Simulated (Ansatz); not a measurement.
System: Li₂As.

Computed with Ansatz 0.2.0: a formula put on the sites of a structure type, uncorrected energy per atom over the elements' standard states (H N O F Cl as gases), plane-wave PAW DFT, cell and atoms relaxed at 0 K and 0 GPa, spin start parallel or as listed, metals to 4 meV/atom. Level: PBE, no spin polarisation.

| setting | value |
| --- | --- |
| wave cutoff | 420 eV |

The names give the starting types; a cell can relax into another structure.

Describe the result: the formation energy of each starting structure type. The cases: cubic Laves (C15); cadmium chloride type; fluorite type.

The same space group, volume and energy are reached by cadmium chloride type and fluorite type (No. 225). The lowest are cadmium chloride type and fluorite type, which are equal within what the calculation resolves; cubic Laves (C15) is 0.322 eV/atom higher. In rising order: cadmium chloride type (−0.441), fluorite type (−0.441), cubic Laves (C15) (−0.119), in eV/atom. The volume per atom, in Å³, is 15.65 for cubic Laves (C15), 18.49 for cadmium chloride type and 18.45 for fluorite type. The final space group number is 227 for cubic Laves (C15), 225 for cadmium chloride type and 225 for fluorite type.

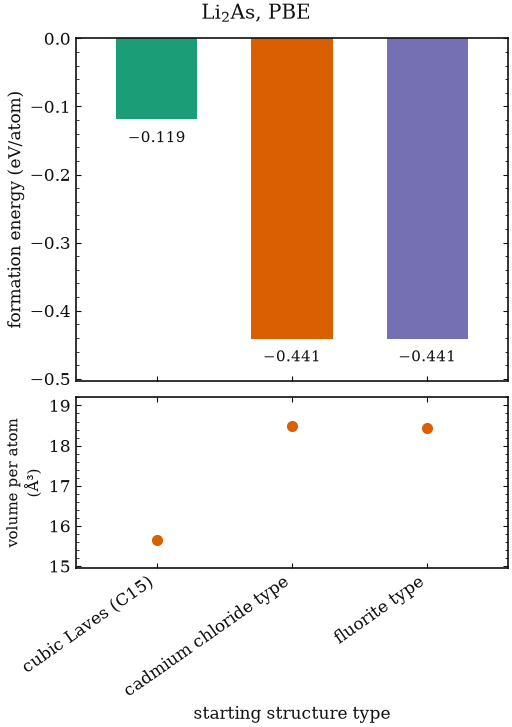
